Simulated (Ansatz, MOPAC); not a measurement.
Dissociation curve of GeH, doublet.

- ROMP2 = MP2 on ROHF/aug-cc-pVTZ, cores with 3d frozen in Ansatz (a quantum-chemistry and plane-wave program)
- PM7, unrestricted, heats of formation (MOPAC)
- ROHF/aug-cc-pVTZ (Ansatz)

Energies are in eV, each relative to the lowest point of its own curve between 1.31 and 1.91 Å, where full CI is lowest.

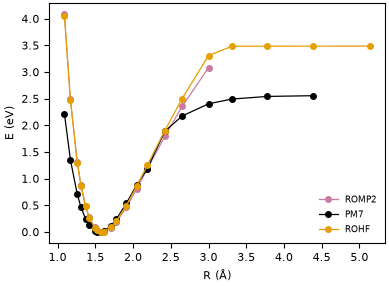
Fig. 1. Energy against bond length for each method.

```csv
R / Å,ROMP2,PM7,ROHF
1.09,4.083,2.218,4.058
1.17,2.491,1.353,2.467
1.26,1.318,0.709,1.297
1.31,0.875,0.462,0.857
1.37,0.493,0.246,0.478
1.42,0.274,0.124,0.262
1.49,0.087,0.025,0.080
1.52,0.041,0.005,0.037
1.58,0.000,0.000,0.000
1.62,0.003,0.019,0.007
1.71,0.079,0.119,0.090
1.78,0.186,0.240,0.205
1.91,0.458,0.535,0.491
2.05,0.809,0.882,0.860
2.19,1.183,1.189,1.253
2.42,1.791,1.887,1.897
2.65,2.353,2.173,2.500
3.00,3.080,2.403,3.306
3.31,—,2.492,3.482
3.78,—,2.541,3.483
4.39,—,2.555,3.484
5.14,—,—,3.485
```

Dashes: no converged value, or the column stops at the first point that the program doubted or that broke a chosen test of continuity, which isn't proof of a fault.

The T1 diagnostic of CCSD on the restricted reference of ROMP2 exceeds 0.045 at 2.65 to 3.00 Å.
